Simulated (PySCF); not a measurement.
**CH$_{3}$I, SMILES `CI`: what the electrons do**

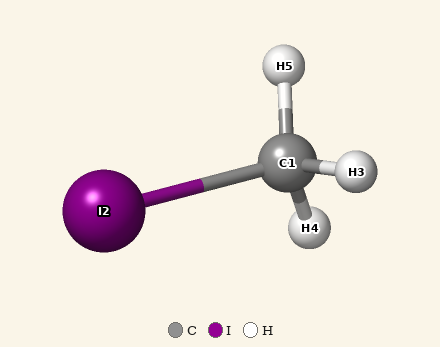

The molecule, with its atoms numbered as below. No frequency check shows the geometry to be a minimum.

Cartesian coordinates (Å):

```
C1      -1.8155    0.0000    0.0000
I2       0.3274    0.0000    0.0000
H3      -2.1537   -0.3365    0.9718
H4      -2.1537    1.0098   -0.1945
H5      -2.1537   -0.6734   -0.7773
```

## 1. Bonding charge

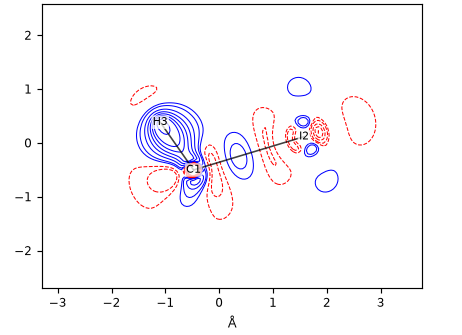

Deformation density (molecule less spherical, spin-averaged free atoms) in the plane of C1, I2 and H3; contours at ±0.05 to ±0.8 e/Å³; solid blue lines: gain, dashed red lines: loss.

Level of theory: PBE/def2-TZVP (PySCF), at a geometry from GFN2-xTB. Core potentials replace the inner electrons of I; spin–orbit coupling isn't included.

Question: How much density has each bond in this plane gained at its critical point, relative to the free atoms?

Answer: C1–H3: +0.72 e/Å³ at the bond critical point (bond length 1.08 Å, Mayer order 1.0). C1–I2: +0.11 e/Å³ at the bond critical point (bond length 2.14 Å, Mayer order 1.1). In all, 1.1 electrons gather in the regions of gain relative to the promolecule. A small or negative value marks a very polar bond, one between electron-rich atoms, whose free-atom densities already overlap strongly, a long bond to a heavier atom, or a closed-shell contact such as a hydrogen bond.

Question: Where do the Hirshfeld charges lie?

Answer: The highest Hirshfeld charge is on H3, H4 and H5 (+0.05 e), the lowest on C1 (−0.11 e).

| atom | charge (e) |
| --- | --- |
| C1 | −0.11 |
| I2 | −0.04 |
| H3 | +0.05 |
| H4 | +0.05 |
| H5 | +0.05 |

## 2. Bond critical points

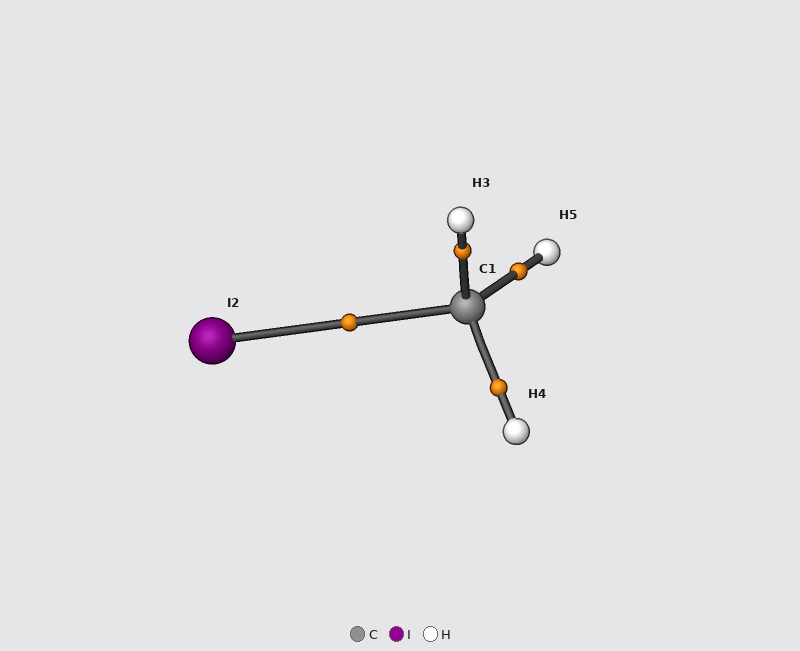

Molecular graph of the electron density (QTAIM): bond paths, bond critical points (orange), ring points (yellow, if any); weak paths are dashed.

Question: How many critical points of each kind are there, and does the count close?

Answer: 5 nuclei, 4 bond, 0 ring and 0 cage critical points: 5 − 4 + 0 − 0 = 1, as the Poincaré–Hopf relation requires.

Question: What does the calculation give at each kind of bond critical point?

Answer:
```
           bond  length (Å)  ρ (a.u.)  ∇²ρ (a.u.)     ε  H (a.u.)
C1–H4 (3 alike)       1.083     0.283       −0.98  0.01    −0.285
          C1–I2       2.143     0.117       −0.05  0.00    −0.056
```

Question: What kind of interaction is C1–H4?

Answer: Shared-shell (covalent): ρ = 0.283, ∇²ρ = −0.98, H = −0.285 a.u.

## 3. Local ionisation energy

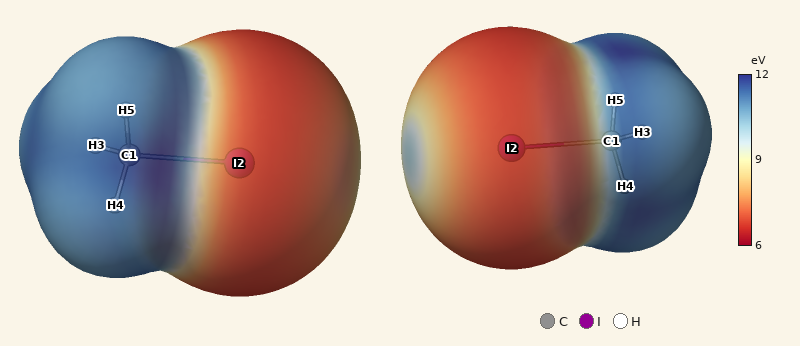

Average local ionisation energy on the surface of electron density 0.001 a.u. (back view left, front view right).

Question: Where are the most loosely bound electrons on this surface?

Answer: The lowest value is 6.7 eV, 2.5 Å from I2, and at like points elsewhere. Further minima include 10.8 eV, 1.4 Å from H4, and at like points elsewhere. For comparison, the highest occupied orbital lies at −6.2 eV.

Question: What volume does the surface enclose, and what is the dipole moment?

Answer: About 84 Å³; the dipole moment is 1.7 D.

## 4. In an electric field

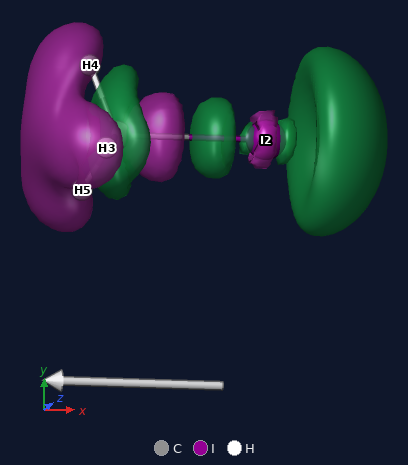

Change of the electron density in a uniform field of 0.21 V/Å along −x (arrow), surfaces at ±0.002 e/Å³ (green: gain, purple: loss).

Method: PBE/def2-TZVP; geometry: GFN2-xTB; program: PySCF. Core potentials replace the inner electrons of I; spin–orbit coupling isn't included. A basis without diffuse functions makes polarisabilities too small.

The field was applied in both directions; the picture shows the one opposite to the script's first.

Question: How large is the response?

Answer: The induced dipole is 0.57 D (along the field); α along this axis, from the fields in both directions, is 56 bohr³ (8.3 Å³).

The PySCF runs shown took 8.8 s and 17 s on 1 thread of Arm Neoverse V2, on a shared host.
